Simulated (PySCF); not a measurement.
**SrCl+: from the state search to spectroscopic constants**

Aim: find the lowest electronic state of SrCl+, scan its bond at several levels of theory, and get bond length, wavenumber and dissociation energy from each curve.

Computed with PySCF 2.14.0. Level: Sr def2-SVP with ECP28, Cl def2-SVP, scalar-relativistic core potentials.

### 1 Input

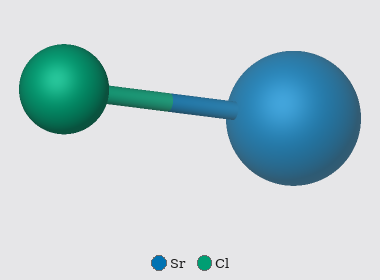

The two atoms at the starting distance (strontium blue, chlorine teal).

A driver script around PySCF takes these settings:

```
atoms                         : Sr, Cl
charge                        : 1
basis                         : Sr def2-SVP with ECP28, Cl def2-SVP
Hamiltonian                   : scalar-relativistic core potentials
basis functions               : 41
electrons treated             : 26
masses in u                   : 87.9056, 34.9689
levels                        : PBE0, PBE, r²SCAN, r²SCANh, M06-2X, BHandHLYP, HF, MP2, SCS-MP2, CCSD, CCSD(T)
grid                          : 80 radial by 434 angular points
occupations                   : held fixed by the projection of orbital angular momentum
dissociation limit            : Sr+ + Cl, each in its ground configuration
starting distance in angstrom : 2.780
values of 2S to try           : 0, 2
```

Command:

```sh
OMP_NUM_THREADS=1 python dia.py task.json out
```

Further steps of the session: The PBE0 curve of the state that the search chose; Excited determinants; PBE (GGA); r²SCAN; r²SCANh (hybrid meta-GGA); M06-2X (hybrid meta-GGA); BHandHLYP (global hybrid GGA); RHF (mean field); Correlated methods on the Hartree–Fock reference.

Q: Predict the outcome of this session. Wanted: for each run, Re; ωe; De; μ.

As calculated:

Lowest PBE0 solution found, without spin–orbit coupling: ¹Σ⁺ (singlet), closed shell. State 2 has its PBE0 minimum 4.00 eV higher. The other levels ran on the lowest alone.

| level | Re (Å) | ωe (cm⁻¹) | De (eV) | μ (D) |
| --- | --- | --- | --- | --- |
| RHF | 2.550 | 361 | 3.11 | -10.98 |
| RHF-MP2 | 2.524 | 368 | 3.88 | n/a |
| RHF-SCS-MP2 | 2.528 | 367 | 3.82 | n/a |
| RHF-CCSD | 2.528 | 367 | 3.71 | n/a |
| RHF-CCSD(T) | 2.529 | 366 | 3.77 | n/a |
| PBE | 2.501 | 365 | 4.50 | -8.80 |
| r²SCAN | 2.508 | 369 | 4.53 | -9.47 |
| r²SCANh | 2.507 | 370 | 4.46 | -9.61 |
| PBE0 | 2.499 | 372 | 4.37 | -9.42 |
| BHandHLYP | 2.510 | 371 | 4.05 | -9.88 |
| M06-2X | 2.509 | 371 | 4.39 | -9.79 |

De is counted to Sr+ + Cl in their ground configurations. A positive dipole points from Sr to Cl; in an ion it is taken about the centre of mass and does not tell which atom is negative.

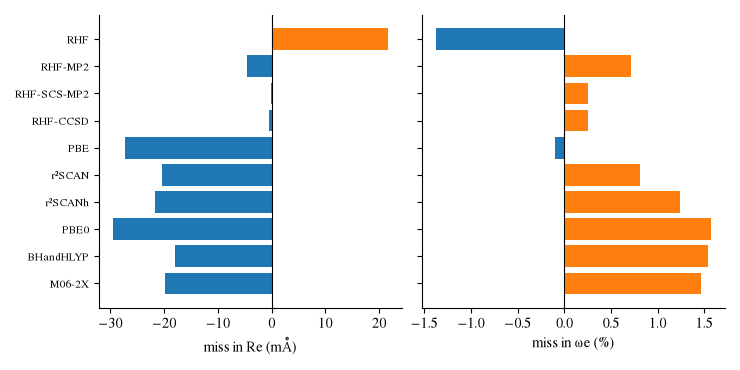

Differences in bond length and wavenumber from CCSD(T) in the same basis.

Against CCSD(T) in the same basis, the bond length is nearest at RHF-SCS-MP2 and RHF-CCSD (0 mÅ) and farthest at PBE0 (-30 mÅ); the wavenumber is nearest at PBE (-0.1 %) and farthest at PBE0 (+1.6 %). CCSD(T) in a basis this small is itself some way from its limit, more so than the functionals. Among the levels with a De in the table, it runs from 3.11 eV (RHF) to 4.53 eV (r²SCAN).

Correlated steps freeze 5 core orbitals. Spin–orbit coupling is left out.
